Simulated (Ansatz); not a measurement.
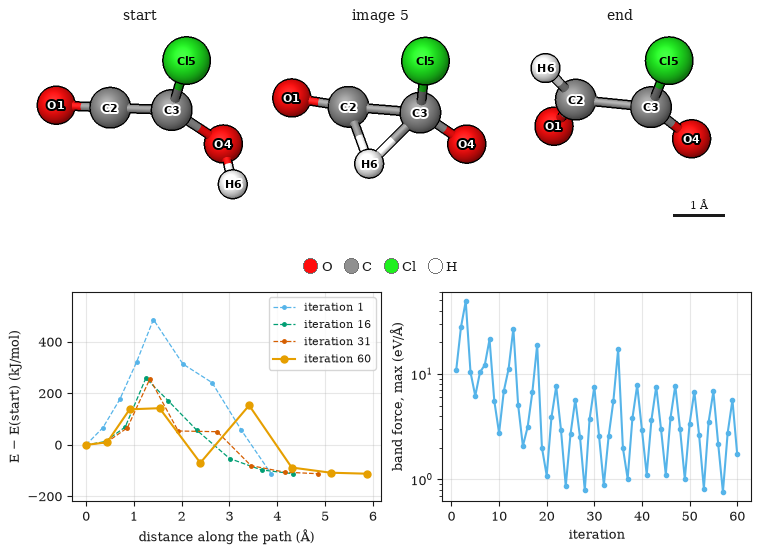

A search for the minimum-energy path of C2HClO2 by the nudged elastic band. Images are numbered from 0 (start) to 8 (end). The plot follows the band through its iterations. Style: ball-and-stick. Shown from a free direction.

Method: RKS B3LYP/def2-SVP (Ansatz 0.2.0). Set-up: 7 movable images; climbing image; force threshold 0.05 eV/Å; iteration limit 60; optimiser L-BFGS; largest step 0.5 Å; starting path through a guess of the saddle point.

**Did the band converge, and can the barrier be trusted?**

The result isn't final. The band hadn't converged when the run stopped after 60 iterations. The largest component of the band force went from 11 to 1.7 eV/Å. The barrier read from it is provisional: over the last two iterations the highest image moved from 151.3 kJ/mol to 153.5 kJ/mol. The step length is far from the usual. The first iteration put the highest image at 486.8 kJ/mol. Relative to the start the highest point is image 5 at +153.5 kJ/mol and the end lies at −112.0 kJ/mol, but the profile dips to −69.9 kJ/mol at image 4 on the way, so there may be more than one step; on an unconverged band the side maxima are provisional.

Cost: 18 min on 1 thread of Arm Neoverse V1, on a shared host, peak memory 0.16 GiB.
